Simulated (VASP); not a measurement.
# O on Cu(111): binding against coverage, part 4 of 10

Aim: adsorption energy and work function of O on Cu(111) from low coverage to a full layer.

VASP 6.6.1, plane waves and PAW; the level of theory is named at each step.

So far. Step 5 (The vacuum level, cell 1 x 1, k-mesh 12×12×1): The vacuum level lies 4.79 eV above the Fermi level at the upper face; both faces agree, as the slab has next to no dipole. Step 6 (Relaxing the adsorbate, coverage 1/1, k-mesh 12×12×1): The run ended after 22 ionic steps, 0.012 eV below its first step, once the forces on the free atoms met EDIFFG = -0.03.

## Step 7: The vacuum level with the adsorbate, coverage 1/1, k-mesh 12×12×1

Level of this step: PBE, no spin polarisation; plane waves and PAW (Cu, O) (VASP).

A static run like the clean slab's shows how the vacuum level shifts, by charge transfer, by any dipole of the adsorbate and by the slab's own rearrangement.

INCAR

```
SYSTEM = Cu4O
PREC = Normal
ENCUT = 440
EDIFF = 1E-06
NELM = 120
ISMEAR = 1
SIGMA = 0.15
LREAL = .FALSE.
ALGO = Fast
GGA = PE
NBANDS = 31
LASPH = .TRUE.
LORBIT = 11
LWAVE = .FALSE.
LCHARG = .FALSE.
KPAR = 8
IDIPOL = 3
LDIPOL = .TRUE.
DIPOL = 0.5 0.5 0.541
LVHAR = .TRUE.
LVACPOTAV = .TRUE.
```

POSCAR

```
Cu4O
1.0
    2.5710194888      0.0000000000      0.0000000000
    1.2855097444      2.2265681909      0.0000000000
    0.0000000000      0.0000000000     21.2976858663
Cu O
4 1
Selective dynamics
Direct
    0.0000000000      0.0000000000      0.3521509400  F F F
    0.3333333300      0.3333333300      0.4507169800  F F F
    0.6666666700      0.6666666700      0.5485731682  T T T
    0.0000000000      0.0000000000      0.6493007719  T T T
    0.3333333300      0.3333333300      0.7046209545  T T T
```

KPOINTS

```
Automatic mesh
0
Gamma
12 12 1
0 0 0
```

Potentials, in the order of the species: Cu and O (PBE family, release 64).

The run is started by

```sh
$ mpirun -np 8 vasp_std
```

Output:

```text
[... set-up lines as in an earlier step ...]
 entering main loop
       N       E                     dE             d eps       ncg     rms          rms(c)
DAV:   1     0.448039882430E+03    0.44804E+03   -0.20766E+04  1178   0.191E+03
DAV:   2     0.419709488734E+02   -0.40607E+03   -0.38980E+03  1185   0.398E+02
DAV:   3    -0.209775550016E+02   -0.62949E+02   -0.58511E+02  1898   0.187E+02
DAV:   4    -0.259753561059E+02   -0.49978E+01   -0.48344E+01  1515   0.564E+01
DAV:   5    -0.260867356908E+02   -0.11138E+00   -0.11122E+00  1522   0.918E+00    0.204E+01
RMM:   6    -0.435180887513E+02   -0.17431E+02   -0.61741E+01  1428   0.112E+02    0.310E+01
RMM:   7    -0.417146180691E+02    0.18035E+01   -0.20251E+01  1430   0.529E+01    0.313E+01
RMM:   8    -0.265936004951E+02    0.15121E+02   -0.75088E+00  1330   0.305E+01    0.152E+01
RMM:   9    -0.205169959835E+02    0.60766E+01   -0.45893E+00  1338   0.292E+01    0.856E+00
RMM:  10    -0.192768878078E+02    0.12401E+01   -0.12046E+00  1351   0.156E+01    0.463E+00
RMM:  11    -0.189760461762E+02    0.30084E+00   -0.41713E-01  1430   0.599E+00    0.484E+00
RMM:  12    -0.189353468867E+02    0.40699E-01   -0.81865E-02  1438   0.211E+00    0.455E+00
RMM:  13    -0.189348439736E+02    0.50291E-03   -0.18917E-02  1615   0.917E-01    0.456E+00
RMM:  14    -0.189375154419E+02   -0.26715E-02   -0.36195E-03  1503   0.398E-01    0.458E+00
RMM:  15    -0.192758023840E+02   -0.33829E+00   -0.88192E-01  2345   0.120E+01    0.573E+00
RMM:  16    -0.193728367959E+02   -0.97034E-01   -0.28720E-01  2309   0.664E+00    0.607E+00
RMM:  17    -0.195881094461E+02   -0.21527E+00   -0.10779E-01  2215   0.362E+00    0.755E+00
RMM:  18    -0.194849579674E+02    0.10315E+00   -0.26984E-02  1851   0.160E+00    0.657E+00
RMM:  19    -0.193825756039E+02    0.10238E+00   -0.15204E-02  1593   0.158E+00    0.617E+00
RMM:  20    -0.192554684225E+02    0.12711E+00   -0.34960E-02  1828   0.219E+00    0.586E+00
RMM:  21    -0.191198286836E+02    0.13564E+00   -0.32320E-02  1839   0.215E+00    0.518E+00
RMM:  22    -0.188089399745E+02    0.31089E+00   -0.26983E-01  2330   0.640E+00    0.278E+00
RMM:  23    -0.187595880872E+02    0.49352E-01   -0.20755E-02  1801   0.179E+00    0.227E+00
RMM:  24    -0.187563793083E+02    0.32088E-02   -0.92996E-04  1494   0.298E-01    0.227E+00
RMM:  25    -0.186998380527E+02    0.56541E-01   -0.44126E-02  2176   0.258E+00    0.147E+00
RMM:  26    -0.186846250206E+02    0.15213E-01   -0.74281E-03  1833   0.104E+00    0.114E+00
RMM:  27    -0.186780536273E+02    0.65714E-02   -0.19842E-03  1415   0.597E-01    0.988E-01
RMM:  28    -0.186659101320E+02    0.12143E-01   -0.16455E-02  1900   0.150E+00    0.534E-01
RMM:  29    -0.186639371735E+02    0.19730E-02   -0.10640E-03  1417   0.411E-01    0.391E-01
RMM:  30    -0.186627856150E+02    0.11516E-02   -0.12628E-03  1486   0.366E-01    0.286E-01
RMM:  31    -0.186620384206E+02    0.74719E-03   -0.10377E-03  1497   0.328E-01    0.173E-01
RMM:  32    -0.186617355877E+02    0.30283E-03   -0.53299E-04  1405   0.245E-01    0.944E-02
RMM:  33    -0.186616955677E+02    0.40020E-04   -0.28563E-04  1546   0.112E-01    0.637E-02
RMM:  34    -0.186617258682E+02   -0.30301E-04   -0.31889E-05  1345   0.630E-02    0.754E-02
RMM:  35    -0.186617276219E+02   -0.17537E-05   -0.11631E-05  1088   0.228E-02    0.737E-02
RMM:  36    -0.186617279248E+02   -0.30296E-06   -0.19218E-06   821   0.177E-02
 [... a notice as in an earlier step ...]

   1 F= -.18661728E+02 E0= -.18655439E+02  d E =-.188681E-01
```

Elapsed: 20 s, on 8 MPI ranks of AMD EPYC 7R43, shared host; peak memory 1.4 GiB; 2.5 min of CPU time.

From OUTCAR (step 7):

```text
   NELECT =      50.0000    total number of electrons

 dipolmoment           0.000000      0.000000      0.108747 electrons x Angstroem

 E-fermi :  -0.5876

 k-point     1 :       0.0000    0.0000    0.0000
  band No.  band energies     occupation
    ...
     22      -2.4746      2.00000
     23      -2.1723      2.00000
     24      -2.1647      2.00000
     25      -2.1647      2.00000
     26      -1.0835      2.00003
     27       0.0008     -0.00000
     28       0.0010     -0.00000
     29       3.7707      0.00000
     30       4.8001      0.00000
     31       7.5934      0.00000

  Total        3.9303604      3.9303604      0.6172074      0.0000000      0.0000000     -0.0000000
  in kB       51.6498633     51.6498633      8.1108795      0.0000000      0.0000000     -0.0000000
  external PRESSURE =      37.1368687 kB  Pullay stress =       0.0000000 kB

 POSITION                                       TOTAL-FORCE (eV/Angst)
 -----------------------------------------------------------------------------------
      0.00000      0.00000      7.50000        -0.000000      0.000000      0.039077
      1.28551      0.74219      9.59923        -0.000000      0.000000     -0.051175
      2.57102      1.48438     11.68334        -0.000000      0.000000      0.043124
      0.00000      0.00000     13.82860        -0.000000      0.000000     -0.032171
      1.28551      0.74219     15.00680         0.000000      0.000000      0.001145
 -----------------------------------------------------------------------------------
    total drift:                                0.000027      0.000016     -0.042068

  FREE ENERGIE OF THE ION-ELECTRON SYSTEM (eV)
  ---------------------------------------------------
  free  energy   TOTEN  =       -18.6617279248 eV

  energy  without entropy=      -18.6428598109  energy(sigma->0) =      -18.65543855

 vacuum level on the upper side and lower side of the slab         7.678         4.234

[... 7 parts as in an earlier step ...]

[... 10 further parts left out ...]
```

Numbers from this step:

- electronic cycles: 36
- Fermi energy: -0.5876 eV
- dipole moment: 0, 0, 0.1087 e·Å
- vacuum levels: 7.682, 4.246 eV
- work functions of the upper and lower face: 8.269, 4.833 eV

The planar average of the electrostatic potential oscillates, so the rows of the table below give means over windows of 2 Å about each position, cut where the curve ends. Its maxima inside the range that stand out by 2 % of the span (Å: eV): 8.6: 0.594, 10.6: 0.535, 12.7: 0.625. Its minima: 7.5: -14.7, 9.6: -14.9, 11.7: -14.9, 13.8: -15.4.

Zero at the Fermi level. The planar average of the electrostatic potential by height; means over each step:

| height (Å) | planar average of the electrostatic potential (eV) |
| --- | --- |
| 0 | 7.70 |
| 2 | 4.87 |
| 4 | 4.82 |
| 6 | 2.43 |
| 8 | -7.22 |
| 10 | -7.51 |
| 12 | -7.50 |
| 14 | -9.91 |
| 16 | 4.66 |
| 18 | 8.27 |
| 20 | 8.27 |

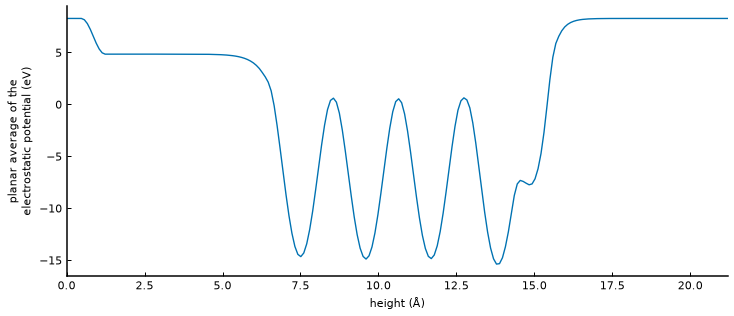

Planar average of the electrostatic potential, plotted against height.

Force by atom:

| atom | x (eV/Å) | y (eV/Å) | z (eV/Å) | size |
| --- | --- | --- | --- | --- |
| Cu1 | 0.0000 | 0.0000 | 0.0391 | 0.0391 |
| Cu2 | 0.0000 | 0.0000 | -0.0512 | 0.0512 |
| Cu3 | 0.0000 | 0.0000 | 0.0431 | 0.0431 |
| Cu4 | 0.0000 | 0.0000 | -0.0322 | 0.0322 |
| O5 | 0.0000 | 0.0000 | 0.0011 | 0.0011 |

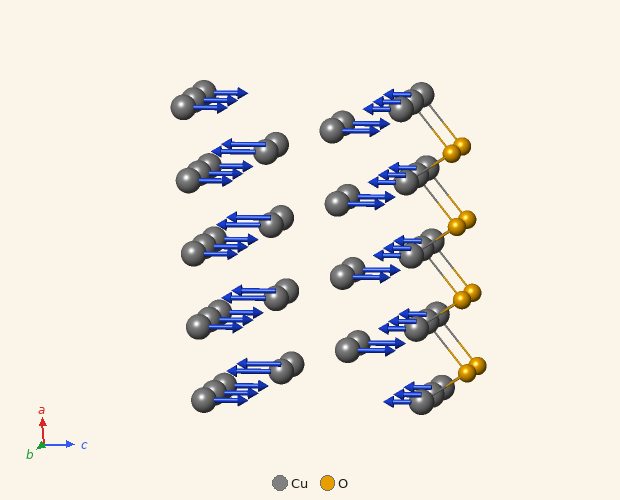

Force as arrows, the longest 0.0512 eV/Å. Bonds to atoms that aren't drawn are left out. 4×2×1 cells are drawn. Some periodic images of atoms are drawn too.

At the end the adsorbate's closest contact with the slab is O-Cu at 1.90 Å, 1.48 Å to the side of the slab's atom, and its lowest atom lies 1.18 Å above the highest atom of the slab.

The vacuum level lies 8.27 eV above the Fermi level at the upper face; the two faces differ by 3.44 eV, the step that the slab's dipole of 0.109 e·Å makes.

VASP counts the dipole in electrons times Å, so a positive number points the physical dipole along −c.

The program found no field-free point at its default tolerance, and its printed vacuum level lies off the flat part of the planar average, by 0.00 eV at the upper face; the levels here are read from the flat part.

## Step 8: Relaxing the slab, cell 2 x 2, k-mesh 6×6×1

This step: PBE; plane waves and PAW (Cu) (VASP 6.6.1).

System of this step: Cu(111). The cell holds 16 atoms: 16 Cu. Its edges and angles: a = 5.142 Å, b = 5.142 Å, c = 21.298 Å, α = 90.0°, β = 90.0°, γ = 60.0°. It derives from Cu. 4 layers of fcc Cu, cut at this functional's lattice. Vacuum lies along c.

INCAR

```
SYSTEM = Cu
PREC = Normal
ENCUT = 440
EDIFF = 1E-05
NELM = 120
ISMEAR = 1
SIGMA = 0.15
LREAL = Auto
ALGO = Fast
GGA = PE
NBANDS = 109
LASPH = .TRUE.
LORBIT = 11
LWAVE = .FALSE.
LCHARG = .FALSE.
KPAR = 4
NCORE = 2
IBRION = 2
NSW = 30
ISIF = 2
EDIFFG = -0.03
POTIM = 0.4
MAXMIX = 40
IDIPOL = 3
LDIPOL = .TRUE.
DIPOL = 0.5 0.5 0.5
```

POSCAR

```
Cu
1.0
    5.1420389776      0.0000000000      0.0000000000
    2.5710194888      4.4531363819      0.0000000000
    0.0000000000      0.0000000000     21.2976858663
Cu
16
Selective dynamics
Direct
    0.0000000000      0.0000000000      0.3521509400  F F F
    0.5000000000      0.0000000000      0.3521509400  F F F
    0.0000000000      0.5000000000      0.3521509400  F F F
    0.5000000000      0.5000000000      0.3521509400  F F F
    0.1666666700      0.1666666700      0.4507169800  F F F
    0.6666666700      0.1666666700      0.4507169800  F F F
    0.1666666700      0.6666666700      0.4507169800  F F F
    0.6666666700      0.6666666700      0.4507169800  F F F
    0.8333333300      0.3333333300      0.5492830200  T T T
    0.3333333300      0.3333333300      0.5492830200  T T T
    0.8333333300      0.8333333300      0.5492830200  T T T
    0.3333333300      0.8333333300      0.5492830200  T T T
    0.0000000000      0.0000000000      0.6478490600  T T T
    0.5000000000      0.0000000000      0.6478490600  T T T
    0.0000000000      0.5000000000      0.6478490600  T T T
    0.5000000000      0.5000000000      0.6478490600  T T T
```

KPOINTS

```
Automatic mesh
0
Gamma
6 6 1
0 0 0
```

Potentials, in the order of the species: Cu (PBE family, release 64).

The run is started by

```sh
$ mpirun -np 8 vasp_std
```

Output:

```text
[banner, memory and clock lines left out]
running    8 mpi-ranks, on    1 nodes
[...]
LDA part: xc-table for (Slater+PW92), standard interpolation
 POSCAR, INCAR and KPOINTS ok, starting setup
[...]
entering main loop
       N       E                     dE             d eps       ncg     rms          rms(c)
DAV:   1     0.158800805360E+04    0.15880E+04   -0.68232E+04  1526   0.185E+03
DAV:   2     0.141924798764E+03   -0.14461E+04   -0.13952E+04  1526   0.418E+02
DAV:   3    -0.580192932662E+02   -0.19994E+03   -0.18141E+03  1559   0.204E+02
DAV:   4    -0.685708729194E+02   -0.10552E+02   -0.10308E+02  1700   0.651E+01
[...]
RMM:  23    -0.559481974523E+02   -0.13166E-04   -0.23569E-06   867   0.117E-02    0.714E-04
RMM:  24    -0.559482117273E+02   -0.14275E-04   -0.86683E-07   863   0.482E-03    0.164E-03
RMM:  25    -0.559482134586E+02   -0.17313E-05   -0.53800E-07   845   0.541E-03
   1 F= -.55948213E+02 E0= -.55941449E+02  d E =-.559482E+02
[... from here on, the cycles between the ionic steps are left out ...]
   2 F= -.55949895E+02 E0= -.55943240E+02  d E =-.168165E-02
   3 F= -.55954088E+02 E0= -.55947754E+02  d E =-.587502E-02
   4 F= -.55959378E+02 E0= -.55953740E+02  d E =-.111648E-01
   5 F= -.55941309E+02 E0= -.55937595E+02  d E =0.690473E-02
   6 F= -.55956802E+02 E0= -.55951647E+02  d E =-.858833E-02
   7 F= -.55957187E+02 E0= -.55951908E+02  d E =-.897348E-02
   8 F= -.55958754E+02 E0= -.55953626E+02  d E =-.156712E-02
   9 F= -.55962016E+02 E0= -.55957402E+02  d E =-.482902E-02
  10 F= -.55962635E+02 E0= -.55958260E+02  d E =-.544762E-02
  11 F= -.55962556E+02 E0= -.55958123E+02  d E =-.536893E-02
  12 F= -.55962617E+02 E0= -.55958224E+02  d E =-.542979E-02
  13 F= -.55963539E+02 E0= -.55959013E+02  d E =-.922202E-03
 trial-energy change:   -0.000922  1 .order   -0.000912   -0.001266   -0.000558
 step:   2.2484(harm=  2.2484)  dis= 0.00717  next Energy=   -55.963749 (dE=-0.113E-02)
 reached required accuracy - stopping structural energy minimisation
```

The job ended after 4.3 min (8 MPI ranks; peak memory 2.2 GiB).

From OUTCAR (step 8):

```text
  Total       -4.8632449     -4.8632449     -1.8957951      0.0000000      0.0000000      0.0000000
  in kB      -15.9772837    -15.9772837     -6.2282811      0.0000000      0.0000000      0.0000000
  external PRESSURE =     -12.7276162 kB  Pullay stress =       0.0000000 kB

 POSITION                                       TOTAL-FORCE (eV/Angst)
 -----------------------------------------------------------------------------------
      0.00000      0.00000      7.50000        -0.000000      0.000000      0.104504
      2.57102      0.00000      7.50000         0.000000      0.000000      0.104504
      1.28551      2.22657      7.50000        -0.000000      0.000000      0.104504
      3.85653      2.22657      7.50000         0.000000     -0.000000      0.104504
      1.28551      0.74219      9.59923         0.000000     -0.000000     -0.097829
      3.85653      0.74219      9.59923         0.000000     -0.000000     -0.097829
      2.57102      2.96876      9.59923         0.000000     -0.000000     -0.097829
      5.14204      2.96876      9.59923         0.000000     -0.000000     -0.097829
      5.14204      1.48438     11.66838         0.000000     -0.000000     -0.029823
      2.57102      1.48438     11.66838         0.000000     -0.000000     -0.029823
      6.42755      3.71095     11.66838         0.000000     -0.000000     -0.029823
      3.85653      3.71095     11.66838        -0.000000      0.000000     -0.029823
      0.00000      0.00000     13.73117        -0.000000     -0.000000      0.023148
      5.14204      4.45314     13.73117        -0.000000     -0.000000      0.023148
      6.42755      2.22657     13.73117        -0.000000     -0.000000      0.023148
      3.85653      2.22657     13.73117        -0.000000      0.000000      0.023148
 -----------------------------------------------------------------------------------
    total drift:                               -0.000017     -0.000010     -0.032421

  FREE ENERGIE OF THE ION-ELECTRON SYSTEM (eV)
  ---------------------------------------------------
  free  energy   TOTEN  =       -55.9635389305 eV

  energy  without entropy=      -55.9499613516  energy(sigma->0) =      -55.95901307

[... 1 part as in an earlier step ...]

[... 3 further parts left out ...]
[key lines of the parts left out:]
E-fermi :   0.0240
```

The steps of the relaxation:

| step | energy less that of the first step (eV) | largest force (eV/Å) |
| --- | --- | --- |
| 1 | 0.0000 | 0.1064 |
| 2 | -0.0017 | 0.0882 |
| 3 | -0.0059 | 0.0629 |
| 4 | -0.0112 | 0.1120 |
| 5 | 0.0069 | 0.2744 |
| 6 | -0.0086 | 0.1488 |
| 7 | -0.0090 | 0.1371 |
| 8 | -0.0105 | 0.1242 |
| 9 | -0.0138 | 0.0798 |
| 10 | -0.0144 | 0.0603 |
| 11 | -0.0143 | 0.0704 |
| 12 | -0.0144 | 0.0581 |
| 13 | -0.0153 | 0.0298 |

The atoms that moved most (Å):

| atom | dx | dy | dz | length |
| --- | --- | --- | --- | --- |
| Cu13 | 0.000 | 0.000 | -0.067 | 0.067 |
| Cu14 | 0.000 | 0.000 | -0.067 | 0.067 |
| Cu15 | 0.000 | 0.000 | -0.067 | 0.067 |
| Cu16 | 0.000 | 0.000 | -0.067 | 0.067 |
| Cu9 | 0.000 | 0.000 | -0.030 | 0.030 |
| Cu10 | 0.000 | 0.000 | -0.030 | 0.030 |
| Cu11 | 0.000 | 0.000 | -0.030 | 0.030 |
| Cu12 | 0.000 | 0.000 | -0.030 | 0.030 |

Final coordinates:

```xyz
16
Lattice="5.1420 0.0000 0.0000 2.5710 4.4531 0.0000 0.0000 0.0000 21.2977" Properties=species:S:1:pos:R:3
Cu    0.0000    0.0000    7.5000
Cu    2.5710    0.0000    7.5000
Cu    1.2855    2.2266    7.5000
Cu    3.8565    2.2266    7.5000
Cu    1.2855    0.7422    9.5992
Cu    3.8565    0.7422    9.5992
Cu    2.5710    2.9688    9.5992
Cu    5.1420    2.9688    9.5992
Cu    5.1420    1.4844   11.6684
Cu    2.5710    1.4844   11.6684
Cu    6.4275    3.7109   11.6684
Cu    3.8565    3.7109   11.6684
Cu    0.0000    0.0000   13.7312
Cu    2.5710    0.0000   13.7312
Cu    1.2855    2.2266   13.7312
Cu    3.8565    2.2266   13.7312
```

The run ended after 13 ionic steps, 0.015 eV below its first step, once the forces on the free atoms met EDIFFG = -0.03.

[end of part 4 of 10]

[Lines on the potential files, build, host, timing and source positions are cut from VASP's logs without a mark.]

[Logs are printed without paths, hosts, clocks, repeated set-up lines and the standing remarks that a program may print on its own settings, such as how far it seeks lower states.]

[Hosts, paths, dates, database ids (printed as entryN), source tags and the programs' standing remarks are cut or masked in the printed files.]

[Runs that stopped without an error message from VASP are left out.]
